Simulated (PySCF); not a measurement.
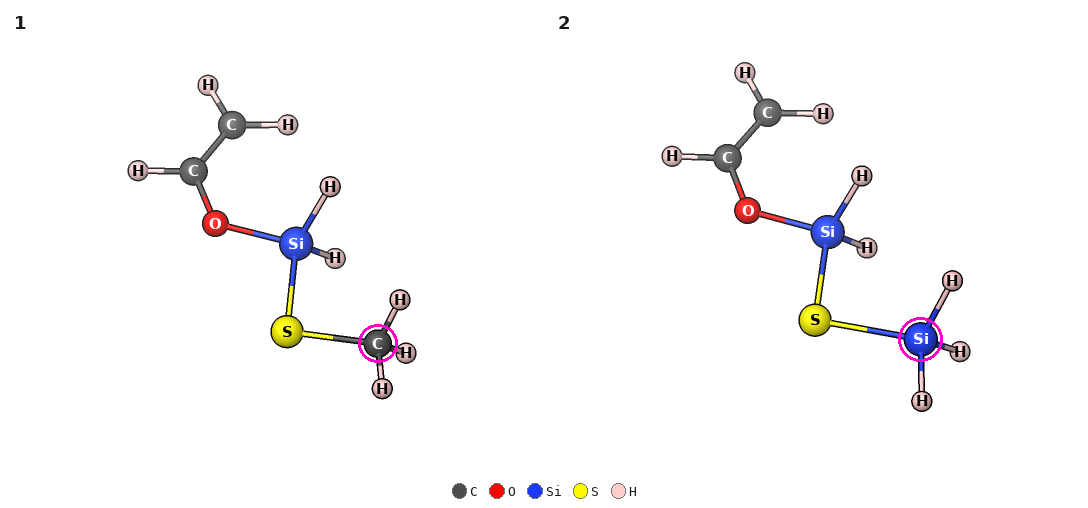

2 molecules with one skeleton, seen from the same side and at one scale; the atom that differs is circled. Each species is neutral and a spin singlet. Computed geometries: PBE0-D3(BJ)/def2-SVP optimisations, one conformation each. Properties computed with PySCF 2.14.0.

One atom differs, called X below: C in panel 1, Si in panel 2. Their formulas are C3H8OSSi (`C=CO[SiH2]SC`), C2H8OSSi2 (`C=CO[SiH2]S[SiH3]`).

In which is the lowest vertical singlet excitation larger (CAM-B3LYP/def2-SVPD)?

In panel 2 (X = Si).

In which is the GIAO shielding of the S bonded to X larger (PBE0/pcSseg-1)?

In panel 2 (X = Si).

Give the values. With PBE0-D3(BJ)/def2-SVP: mean length of X–H (Å), length of X–S (Å), mean angle H–X–H (°). With CAM-B3LYP/def2-SVPD: dipole moment (D), HOMO energy (Kohn–Sham orbital) (eV), HOMO–LUMO gap (eV), mean static polarisability (bohr³), lowest vertical singlet excitation (eV). With PBE0/pcSseg-1: Hirshfeld charge of X (e), GIAO shielding of the S bonded to X (ppm).

```json
{"quantity": "mean length of X–H (Å)", "1 (C)": "1.099", "2 (Si)": "1.492", "2 − 1": "+0.393"}
{"quantity": "length of X–S (Å)", "1 (C)": "1.825", "2 (Si)": "2.154", "2 − 1": "+0.329"}
{"quantity": "mean angle H–X–H (°)", "1 (C)": "108.9", "2 (Si)": "109.6", "2 − 1": "+0.7"}
{"quantity": "dipole moment (D)", "1 (C)": "1.88", "2 (Si)": "1.44", "2 − 1": "−0.44"}
{"quantity": "HOMO energy (Kohn–Sham orbital) (eV)", "1 (C)": "−8.29", "2 (Si)": "−8.48", "2 − 1": "−0.19"}
{"quantity": "HOMO–LUMO gap (eV)", "1 (C)": "8.95", "2 (Si)": "9.09", "2 − 1": "+0.14"}
{"quantity": "mean static polarisability (bohr³)", "1 (C)": "88.6", "2 (Si)": "103.5", "2 − 1": "+14.9"}
{"quantity": "lowest vertical singlet excitation (eV)", "1 (C)": "5.43", "2 (Si)": "6.02", "2 − 1": "+0.59"}
{"quantity": "Hirshfeld charge of X (e)", "1 (C)": "−0.11", "2 (Si)": "0.29", "2 − 1": "+0.40"}
{"quantity": "GIAO shielding of the S bonded to X (ppm)", "1 (C)": "713.5", "2 (Si)": "806.5", "2 − 1": "+93.0"}
```
